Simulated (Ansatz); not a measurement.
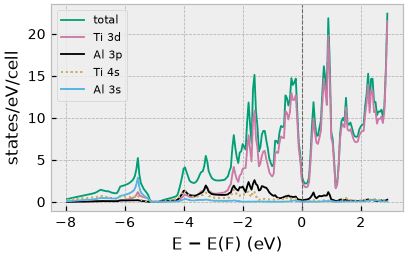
Fig. 1. Total and projected density of states of Ti$_{3}$Al in space group P6_3/mmc (No. 194; Ti on 6h, Al on 2c), the program Ansatz at the r²SCAN level (PAW)

Task: Which orbitals carry the states next to the Fermi level?

Result: Within 0.5 eV of the Fermi level: Ti 3d 86 %, Al 3p 6 %. Projections are on Löwdin-orthogonalised atomic valence shells; empty p or d shells of many metals are not among them.

Task: Where is the tallest occupied peak in this window, and what makes it?

Result: Near -1.6 eV, about 15 states/eV per cell; the largest projected share is Ti 3d.

Symmetry was held in the r²SCAN relaxation. No spin polarisation was allowed.

Potentials: the later of the program's two PAW sets.
